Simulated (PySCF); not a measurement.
## A study: F₅S, doublet, SMILES `F[S](F)(F)(F)F`

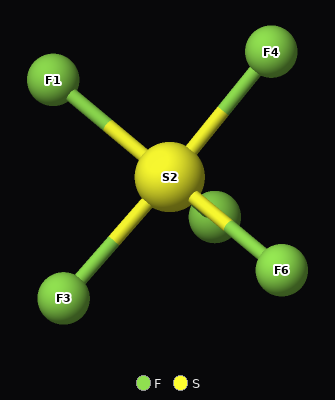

The molecule, with its atoms numbered as below. No frequency check shows the geometry to be a minimum.

Geometry (Å), atoms numbered from 1:

```
F1      -1.2589   -1.1394   -0.2739
S2      -0.0003   -0.0001   -0.1927
F3      -1.1402    1.2578   -0.2753
F4       1.1390   -1.2588   -0.2757
F5       0.0022    0.0015    1.4441
F6       1.2585    1.1391   -0.2765
```

### 1. Bonding charge

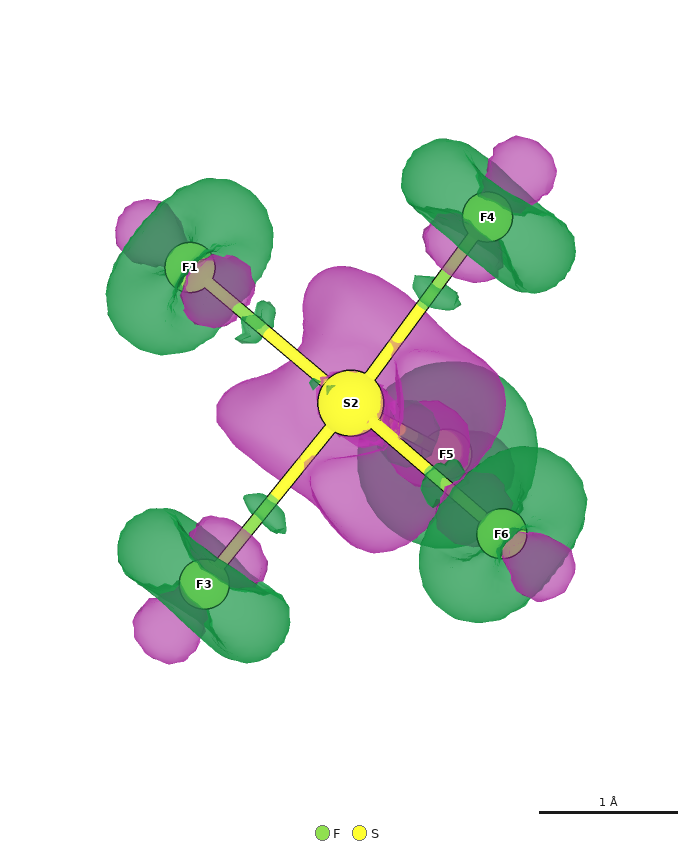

Deformation density (molecule less spherical, spin-averaged free atoms at the same positions), surfaces at ±0.1 e/Å³; green: gain, purple: loss.

Method: PBE/def2-SVPD; geometry: GFN2-xTB; program: PySCF. The stability of the open-shell solution wasn't checked. GFN2-xTB doesn't know the spin state, so this open-shell geometry is rough.

**Describe the bonding that the map shows.**

F1–S2, S2–F3, S2–F4 and S2–F6: 0.00 e/Å³ at the bond critical point (bond length 1.70 Å); up to 0.6 Å beside the axis the gain reaches +0.13 e/Å³. S2–F5: −0.05 e/Å³ at the bond critical point (bond length 1.64 Å); up to 0.6 Å beside the axis the gain reaches +0.17 e/Å³. In all, 1.3 electrons gather in the regions of gain relative to the promolecule. A small or negative value marks a very polar bond, one between electron-rich atoms, whose free-atom densities already overlap strongly, a long bond to a heavier atom, or a closed-shell contact such as a hydrogen bond.

**Where do the Hirshfeld charges lie?**

The highest Hirshfeld charge is on S2 (+0.59 e), the lowest on F1, F3, F4 and F6 (−0.13 e).

```
atom  charge (e)
  F1       −0.13
  S2       +0.59
  F3       −0.13
  F4       −0.13
  F5       −0.07
  F6       −0.13
```

### 2. Bond critical points

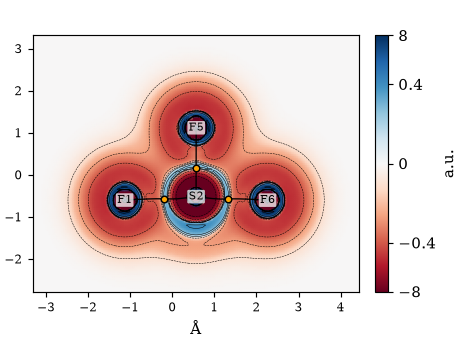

Negative Laplacian of the density (−∇²ρ) in the plane of F1, S2, F5 and F6 (blue positive, red negative, colour scale in a.u., logarithmic beyond ±0.04), with bond paths and bond critical points (dots).

**At which bond critical points in this plane is charge locally concentrated, and at which depleted?**

Concentrated (∇²ρ < 0): S2–F5 (−0.04 a.u.); F1–S2 and S2–F6 (−0.10 a.u.). At none is it depleted.

**Where along S2–F5 does the critical point lie?**

0.67 Å from S2 and 0.96 Å from F5.

### 3. Local ionisation energy

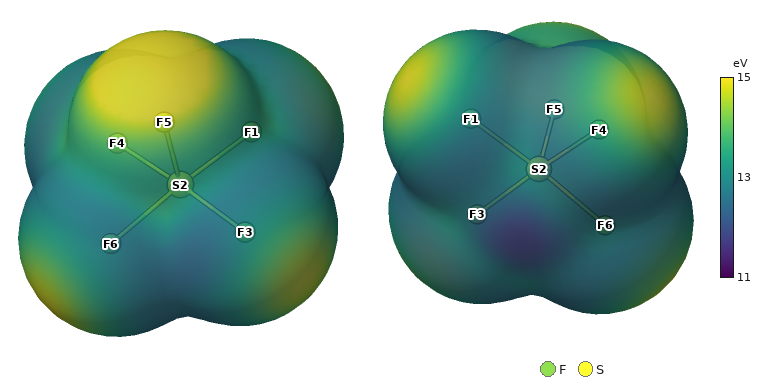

Average local ionisation energy on the surface of electron density 0.001 a.u. (back view left, front view right).

**Where are the most loosely bound electrons on this surface?**

The lowest value is 11.5 eV, 2.0 Å from S2. For comparison, the highest occupied orbital lies at −8.3 eV.

### 4. Spin density

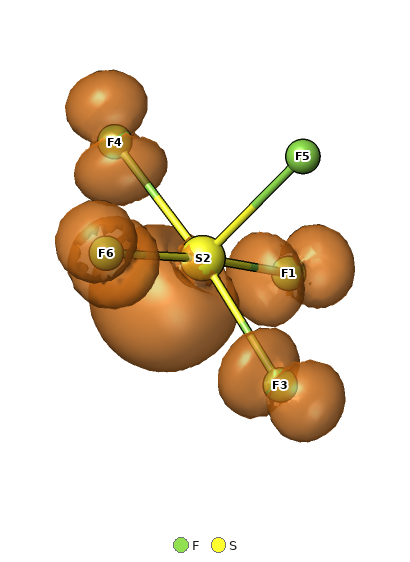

Spin density ρα − ρβ at ±0.05 e/Å³ (orange: excess α, blue: excess β).

**Where is the unpaired spin?**

Hirshfeld spin populations: S2 +0.37 and F1, F3, F4 and F6 +0.16. ⟨S²⟩ = 0.75, as for a pure state.

### 5. In an electric field

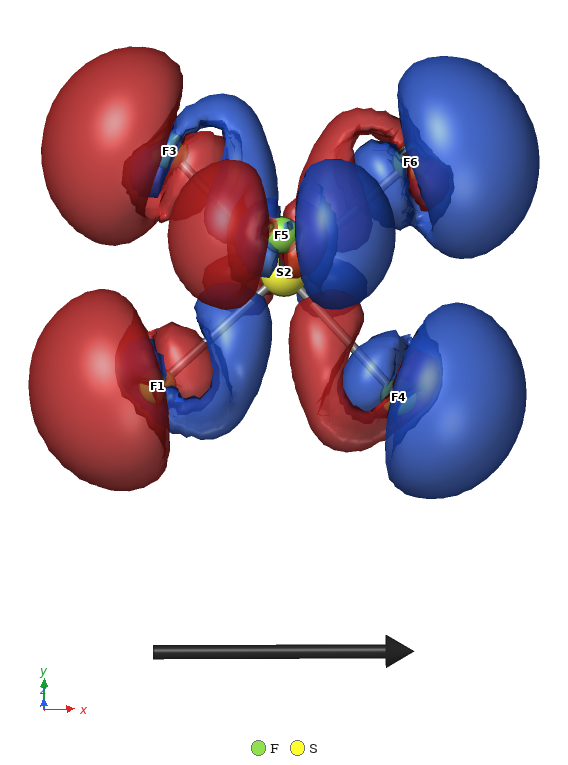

Change of the electron density in a uniform field of 0.21 V/Å along +x (arrow), surfaces at ±0.001 e/Å³ (red: gain, blue: loss).

Method: LDA (SVWN)/aug-cc-pVDZ; geometry: GFN2-xTB; program: PySCF. The stability of the open-shell solution wasn't checked. GFN2-xTB doesn't know the spin state, so this open-shell geometry is rough.

**What dipole is induced, and what polarisability does it imply?**

The induced dipole is 0.41 D (along the field); α along this axis, from the fields in both directions, is 41 bohr³ (6.0 Å³).

**Which atoms gain and lose the most charge?**

Electrons gather most on F1 (Hirshfeld charge changes by −0.011 e) and leave F4 and F6 alike most (+0.011 e); 0.036 electrons are displaced in all.
